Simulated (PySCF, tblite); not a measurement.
**C6H14SSi: geometry, infrared bands and NMR shifts**

Aim: predict the infrared bands and NMR shifts of C6H14SSi (`C[C@]1([SiH3])CCCSC1`).

Programs: tblite 0.8.0 and PySCF 2.14.0, with density-fitted response routines of our own. Each step states its level of theory. These are calculated values for one molecule in the gas phase, unless marked as measured. Atoms count from 0, in the outputs and in this text.

**1. The starting structure**

22 atoms, charge 0, multiplicity 1; geometry from: force field or distance geometry start.

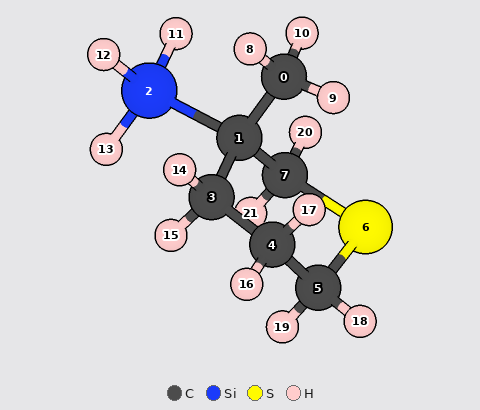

As it starts; carbon dark grey, silicon blue, sulfur yellow, hydrogen pink, atoms numbered.

**2. Optimising the geometry with GFN2-xTB**

The job: settings as JSON, then the geometry in Å.

```
{"job": {"kind": "relax", "xc": "GFN2-xTB", "basis": "xTB"}, "charge": 0, "multiplicity": 1}
C     -1.276200     1.042800    -0.832000
C     -0.655300    -0.116200    -0.039400
Si    -2.122700    -1.032600     0.998800
C      0.394200     0.420300     0.981800
C      1.653500     1.006100     0.365200
C      2.411100     0.016300    -0.514100
S      1.416600    -0.569200    -1.908000
C     -0.019100    -1.174300    -0.968000
H     -1.763500     1.765900    -0.162700
H     -0.549600     1.595000    -1.416000
H     -2.050700     0.678600    -1.530700
H     -3.128800    -1.542600     0.019400
H     -2.749700    -0.029900     1.918500
H     -1.527100    -2.148400     1.762300
H     -0.068100     1.185900     1.633100
H      0.702300    -0.397900     1.675300
H      2.320300     1.346000     1.167200
H      1.404000     1.901400    -0.218000
H      3.314000     0.497600    -0.909400
H      2.748100    -0.843900     0.085300
H     -0.765600    -1.522400    -1.700600
H      0.301900    -2.059200    -0.408700
```

Command:

```bash
OMP_NUM_THREADS=1 python probes_run.py task.json out
```

The driver reads the jobs from task.json and runs them one after another.

Standard output:

```text
step      E/eV     max force
  0    -679.31807    0.913
  1    -679.38108    0.598
  2    -679.42915    0.366
  3    -679.44901    0.367
  4    -679.46571    0.309
  5    -679.47299    0.149
  6    -679.47815    0.193
  7    -679.48211    0.206
  8    -679.48520    0.136
  9    -679.48743    0.088
 10    -679.48940    0.099
 11    -679.49130    0.149
 12    -679.49312    0.142
 13    -679.49472    0.085
 14    -679.49608    0.120
 15    -679.49732    0.119
 16    -679.49841    0.133
 17    -679.49924    0.091
 18    -679.49984    0.042
 19    -679.50032    0.048
 20    -679.50072    0.056
 21    -679.50104    0.045
 22    -679.50130    0.036
 23    -679.50156    0.037
 24    -679.50183    0.042
 25    -679.50208    0.041
 26    -679.50228    0.032
 27    -679.50243    0.030
 28    -679.50256    0.026
 29    -679.50269    0.027
 30    -679.50281    0.031
 31    -679.50292    0.032
 32    -679.50302    0.029
 33    -679.50313    0.025
 34    -679.50324    0.025
 35    -679.50333    0.022
 36    -679.50342    0.024
 37    -679.50351    0.025
 38    -679.50361    0.025
 39    -679.50375    0.036
 40    -679.50392    0.039
 41    -679.50410    0.031
 42    -679.50425    0.030
 43    -679.50436    0.024
 44    -679.50446    0.020
 45    -679.50456    0.019
 46    -679.50463    0.018
 47    -679.50466    0.012
 48    -679.50469    0.011
 49    -679.50471    0.011
 50    -679.50473    0.010
```

It took 0.45 s on 1 thread of Arm Neoverse V1, shared host.

Along the way: (not every step is listed)

```tsv
step	energy from step 0 (eV)	largest force (eV/Å)
0	0.0000	0.9129
1	-0.0630	0.5982
2	-0.1111	0.3657
3	-0.1309	0.3671
4	-0.1476	0.3095
5	-0.1549	0.1494
6	-0.1601	0.1933
7	-0.1640	0.2056
8	-0.1671	0.1361
11	-0.1732	0.1494
14	-0.1780	0.1196
17	-0.1812	0.0911
20	-0.1826	0.0564
23	-0.1835	0.0372
26	-0.1842	0.0321
29	-0.1846	0.0273
32	-0.1849	0.0289
35	-0.1853	0.0220
38	-0.1855	0.0252
41	-0.1860	0.0315
44	-0.1864	0.0201
45	-0.1865	0.0186
46	-0.1866	0.0177
47	-0.1866	0.0119
48	-0.1866	0.0110
49	-0.1866	0.0114
50	-0.1867	0.0099
```

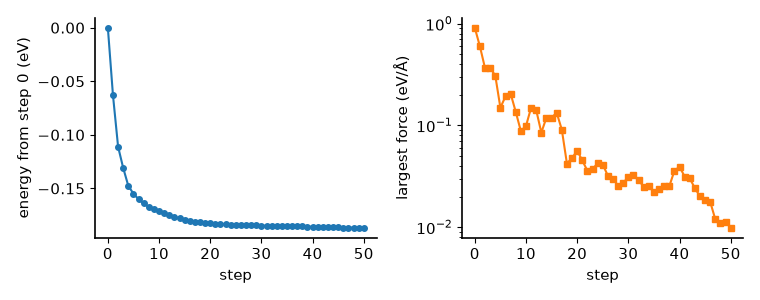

Energy and force, step by step.

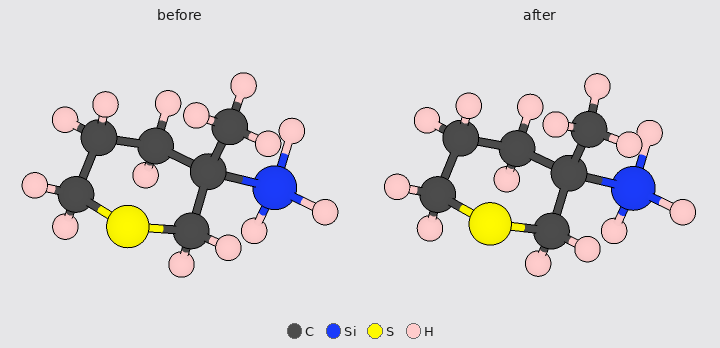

Before and after, at one scale.

Close pairs (by a distance rule), those that changed most:

```tsv
bond	before (Å)	after (Å)	change (Å)
C1–Si2	2.018	1.923	-0.095
Si2–H12	1.498	1.462	-0.036
Si2–H11	1.494	1.462	-0.032
C1–C3	1.560	1.536	-0.023
C1–C7	1.545	1.523	-0.022
C3–H15	1.116	1.095	-0.021
C0–H10	1.105	1.089	-0.016
C3–H14	1.106	1.093	-0.013
```

The next job starts from the end point, and lists it.

**3. Infrared spectrum with GFN2-xTB**

The job: settings as JSON, then the geometry in Å.

```
{"job": {"kind": "ir", "xc": "GFN2-xTB", "basis": "xTB"}, "charge": 0, "multiplicity": 1}
C     -1.247442     1.020045    -0.829433
C     -0.666508    -0.129692    -0.005070
Si    -2.084294    -0.996139     0.962723
C      0.372606     0.384468     1.003208
C      1.616677     1.017690     0.377119
C      2.374591     0.037923    -0.501756
S      1.354801    -0.480127    -1.915011
C     -0.025219    -1.154362    -0.932022
H     -1.619721     1.809019    -0.178777
H     -0.497903     1.443554    -1.496299
H     -2.072490     0.667217    -1.446163
H     -3.074106    -1.497464     0.011336
H     -2.687638    -0.019353     1.867923
H     -1.523194    -2.107505     1.732956
H     -0.101767     1.121309     1.656337
H      0.694585    -0.450288     1.634165
H      2.280205     1.356105     1.178377
H      1.338200     1.890846    -0.214775
H      3.269809     0.491619    -0.924897
H      2.654760    -0.859710     0.053639
H     -0.740467    -1.525108    -1.665326
H      0.374104    -2.000661    -0.369103
```

Standard output:

```text
mode    cm-1     km/mol
  1     118.2      0.15
  2     127.9      0.49
  3     163.6      2.52
  4     181.0      0.51
  5     221.4      1.34
  6     241.9      0.32
  7     295.0      0.45
  8     321.7      1.07
  9     348.9      2.13
 10     372.1      0.51
 11     404.1      1.53
 12     478.5      3.51
 13     543.9     50.70
 14     549.0     58.04
 15     683.6      1.12
 16     704.1      0.23
 17     733.3     16.47
 18     771.8    165.93
 19     778.2    166.77
 20     791.0    445.25
 21     837.0      5.21
 22     855.6      2.06
 23     871.4     13.27
 24     938.3      8.32
 25     941.5     10.78
 26     999.2      8.55
 27    1016.0      0.33
 28    1081.7      2.22
 29    1093.6      0.69
 30    1113.3      0.38
 31    1121.5      2.24
 32    1181.1      2.69
 33    1204.8      1.01
 34    1237.4      5.67
 35    1256.9     15.25
 36    1269.0      9.88
 37    1280.4      0.37
 38    1343.9      0.91
 39    1355.5      1.53
 40    1417.5      9.78
 41    1445.8      0.60
 42    1449.2      0.77
 43    1477.9      1.78
 44    1491.2      1.50
 45    1499.7      1.69
 46    1515.8      2.36
 47    2263.8    294.14
 48    2280.0    247.54
 49    2284.4    314.59
 50    2938.7     25.62
 51    2949.1     27.89
 52    2949.5     33.76
 53    2954.3     48.36
 54    2966.5     53.35
 55    2997.3     25.77
 56    2998.7     16.14
 57    3005.9     20.38
 58    3011.0     38.88
 59    3019.5     43.06
 60    3027.1     24.86
```

Wall time 1 s (1 thread of Arm Neoverse V1, shared host).

The strongest bands and the atoms that carry them (share of the mass-weighted mode):

```tsv
cm⁻¹	km/mol	atoms
549	58.0	H13 49 %, H11 21 %, Si2 11 %, H12 10 %
772	165.9	H12 48 %, H11 44 %
778	166.8	H13 58 %, H11 20 %, H12 19 %
791	445.2	H13 32 %, H11 28 %, H12 26 %
2264	294.1	H13 97 %
2280	247.5	H12 94 %
2284	314.6	H11 93 %
2966	53.4	H14 77 %, H15 12 %
```

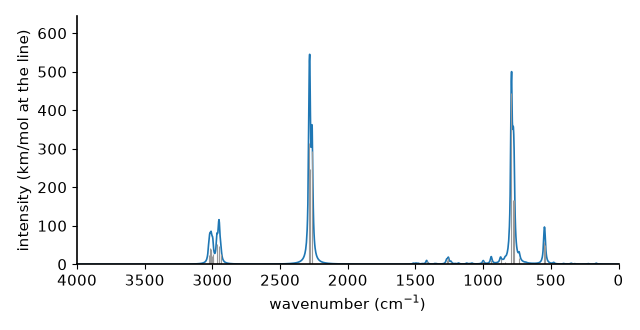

The infrared spectrum from these modes, unscaled. Lines are broadened to a width of 14 cm⁻¹ (Lorentzian).

**4. NMR shieldings: PBE0/pcSseg-1**

The job, as its differences from that of step 3:

```diff
@@ -1,2 +1,2 @@
-{"job": {"kind": "ir", "xc": "GFN2-xTB", "basis": "xTB"}, "charge": 0, "multiplicity": 1}
+{"job": {"kind": "nmr", "xc": "PBE0", "basis": "pcSseg-1"}, "charge": 0, "multiplicity": 1}
 C     -1.247442     1.020045    -0.829433
```

Method: GIAO PBE0/pcSseg-1 NMR shielding, non-relativistic, gas phase.

Standard output:

```text
coarse grid: 18448 points
cycle   1  E = -924.0429868647  dE =  7.456e-01  |g| = 3.818e-01  |ddm| = 4.184e+00
cycle   2  E = -924.0324895571  dE =  1.050e-02  |g| = 4.466e-01  |ddm| = 8.676e-01
cycle   3  E = -924.0837964053  dE = -5.131e-02  |g| = 6.594e-02  |ddm| = 5.124e-01
cycle   4  E = -924.0847298390  dE = -9.334e-04  |g| = 2.564e-02  |ddm| = 1.194e-01
cycle   5  E = -924.0848770683  dE = -1.472e-04  |g| = 7.522e-03  |ddm| = 3.472e-02
cycle   6  E = -924.0848905191  dE = -1.345e-05  |g| = 1.452e-03  |ddm| = 1.032e-02
cycle   7  E = -924.0848909909  dE = -4.718e-07  |g| = 4.753e-04  |ddm| = 2.366e-03
final grid: 166128 points
cycle   8  E = -924.1373846227  dE = -6.183e-05  |g| = 1.026e-02  |ddm| = 4.283e-02
cycle   9  E = -924.1373601342  dE =  2.449e-05  |g| = 1.415e-02  |ddm| = 2.357e-02
cycle  10  E = -924.1374111732  dE = -5.104e-05  |g| = 1.184e-03  |ddm| = 1.534e-02
cycle  11  E = -924.1374114959  dE = -3.227e-07  |g| = 2.878e-04  |ddm| = 1.745e-03
cycle  12  E = -924.1374115143  dE = -1.838e-08  |g| = 8.522e-05  |ddm| = 3.358e-04
cycle  13  E = -924.1374115160  dE = -1.732e-09  |g| = 2.514e-05  |ddm| = 1.348e-04
cycle  14  E = -924.1374115162  dE = -1.623e-10  |g| = 5.557e-06  |ddm| = 3.445e-05
converged SCF energy = -924.1374115162

GIAO shielding tensors (ppm)
atom      isotropic    diamagn.    paramagn.     s11        s22        s33       span
  0 C      166.484     247.147     -80.663    146.950    166.073    186.428     39.478
  1 C      164.874     247.857     -82.983    159.257    162.475    172.889     13.631
  2 Si     397.066     881.140    -484.074    353.188    365.306    472.704    119.516
  3 C      149.443     247.908     -98.466    139.824    147.906    160.598     20.774
  4 C      161.894     245.975     -84.081    147.430    166.052    172.200     24.770
  5 C      150.387     249.442     -99.055    143.640    149.752    157.768     14.128
  6 S      555.400    1055.343    -499.943    423.361    519.572    723.267    299.906
  7 C      142.765     248.695    -105.929    126.314    145.841    156.141     29.827
  8 H       31.048      31.102      -0.054     27.299     28.110     37.734     10.435
  9 H       28.673      30.040      -1.367     23.677     29.605     32.738      9.061
 10 H       30.973      30.923       0.050     26.415     28.284     38.220     11.804
 11 H       28.136      30.011      -1.875     24.643     25.990     33.776      9.132
 12 H       28.027      29.907      -1.880     24.541     26.009     33.530      8.989
 13 H       28.108      29.954      -1.847     24.467     26.489     33.366      8.899
 14 H       30.199      32.585      -2.387     25.003     29.627     35.966     10.963
 15 H       30.277      32.855      -2.578     25.499     30.025     35.308      9.809
 16 H       30.145      29.337       0.807     24.562     27.754     38.118     13.556
 17 H       29.713      30.393      -0.680     26.296     28.644     34.199      7.903
 18 H       29.259      29.016       0.243     23.857     26.700     37.218     13.361
 19 H       29.144      30.054      -0.909     24.257     27.579     35.597     11.340
 20 H       29.418      31.592      -2.174     23.513     28.952     35.790     12.277
 21 H       28.701      31.691      -2.991     22.205     29.754     34.143     11.939
```

Wall time 52 s (1 thread of Arm Neoverse V1, shared host); peak memory 1.1 GiB.

The references, computed at this level on geometries of the same kind, shield at (ppm): ¹H TMS 31.72, ¹³C TMS 186.9, ²⁹Si TMS 349.2, ³³S CS2 504. Their shielding less the atom's gives the shift. The references are single molecules in the gas phase. Atoms listed in one row are averaged.

```tsv
atoms	environment	σ (ppm)	δ (ppm)	δ scaled to CDCl3
C7	sp3 CH2 bonded to S	142.8	44.2	36.8
C3	sp3 CH2 in a ring	149.4	37.5	34.7
C5	sp3 CH2 bonded to S	150.4	36.5	29.3
C4	sp3 CH2 in a ring	161.9	25.0	22.5
C1	fully substituted sp3 carbon bonded to Si	164.9	22.1	19.6
C0	methyl carbon	166.5	20.4	18.0
H11, H12, H13	hydrogen on a silicon bonded to C	28.09	3.63	–
H21	hydrogen on an sp3 CH2 bonded to S	28.70	3.02	2.95
H19	hydrogen on an sp3 CH2 bonded to S	29.14	2.57	2.53
H18	hydrogen on an sp3 CH2 bonded to S	29.26	2.46	2.42
H20	hydrogen on an sp3 CH2 bonded to S	29.42	2.30	2.27
H17	hydrogen on an sp3 CH2 in a ring	29.71	2.00	1.99
H16	hydrogen on an sp3 CH2 in a ring	30.14	1.57	1.59
H14	hydrogen on an sp3 CH2 in a ring	30.20	1.52	1.54
H8, H9, H10	hydrogen on a methyl carbon	30.23	1.49	1.51
H15	hydrogen on an sp3 CH2 in a ring	30.28	1.44	1.46
Si2	silicon bonded to C, 3 H	397.1	-47.9	–
S6	sulfide sulfur	555	-52	–
```

The scaled column applies a straight-line fit of computed shieldings to shifts measured in CDCl3, with any fitted terms for Cl, Br or S neighbours (root-mean-square error 0.16 ppm for H, 1.9 ppm for C).

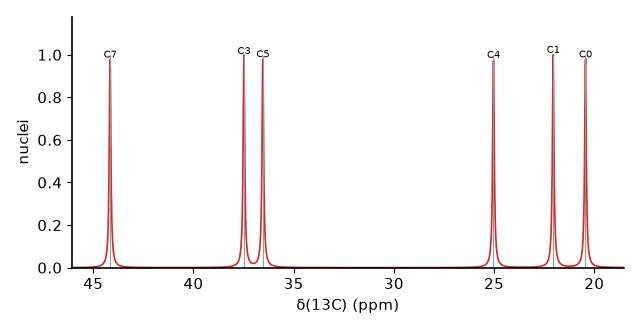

¹³C lines at the computed shifts, without couplings. Lines are broadened to a width of 0.09 ppm (Lorentzian).

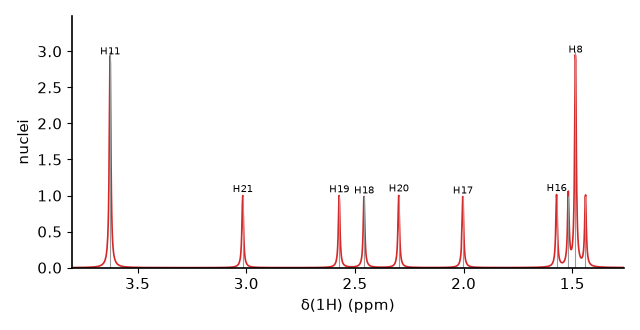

¹H lines at the computed shifts, without couplings. Lines are broadened to a width of 0.01 ppm (Lorentzian).

The run also stored atomic charges by several schemes (e):

```tsv
atoms	Mulliken	IAO	Hirshfeld	ESP fit
C0	-0.15	-0.42	-0.13	-0.38
C1	-0.74	-0.21	-0.06	0.33
Si2	0.52	0.58	0.31	0.20
C3	-0.13	-0.26	-0.07	-0.09
C4	-0.18	-0.26	-0.07	0.10
C5	-0.31	-0.34	-0.07	-0.36
S6	-0.02	0.05	-0.01	-0.19
C7	-0.22	-0.34	-0.08	-0.41
```

ESP fit charges:

C0 -0.38; C1 0.33; Si2 0.20; C3 -0.09; C4 0.10; C5 -0.36; S6 -0.19; C7 -0.41; H8 0.08; H9 0.11; H10 0.10; H11 -0.08; H12 -0.07; H13 -0.09; H14 0.01; H15 0.04; H16 0.00; H17 0.03; H18 0.19; H19 0.15; H20 0.20; H21 0.14

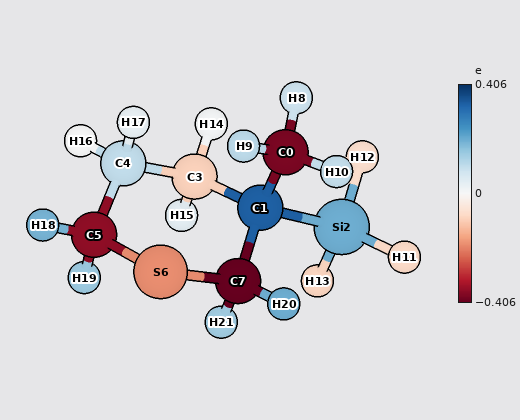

ESP fit charges, as colours on the atoms.

Mayer bond orders: C0–C1 0.99, C1–Si2 0.87, C1–C3 0.99, C3–C4 1.04, C4–C5 1.02, C5–S6 1.00, S6–C7 1.01, C7–C1 0.98.

Ring of atoms C1, C3, C4, C5, S6, C7: NICS(0) -2.8, NICS(1) -2.1, NICS(1)zz 4.0 ppm (means of both faces).

**5. Summary of results**

| quantity | value |
| --- | --- |
| strongest single infrared mode (GFN2-xTB) | 791 cm⁻¹, 445 km/mol |
| zero-point energy (GFN2-xTB) | 114.0 kcal/mol |
| ¹³C shifts against TMS (PBE0/pcSseg-1) | 44.2, 37.5, 36.5, 25.0, 22.1, 20.4 ppm |
| ¹H shifts against TMS (PBE0/pcSseg-1, means over atoms taken as alike) | 3.63, 3.02, 2.57, 2.46, 2.30, 2.00, 1.57, 1.52, 1.49, 1.44 ppm |
| ²⁹Si shifts against TMS (PBE0/pcSseg-1) | -47.9 ppm |
| ³³S shifts against CS2 (PBE0/pcSseg-1) | -52 ppm |

**Reading.** Relaxing lowered the energy by 0.187 eV in 50 steps; the close pair that moved most is C1–Si2, from 2.018 to 1.923 Å. All 60 modes are real, so the xTB geometry is a minimum. The strongest single mode, at 791 cm⁻¹, has its largest shares on H13, H11 and H12 (the list is cut at 3 atoms). Unscaled tight-binding wavenumbers are off by several per cent, some by more. Its intensities can rank the bands wrongly. At PBE0/pcSseg-1: Shielding is most anisotropic at S6 (span 300 ppm, paramagnetic term -500 ppm).
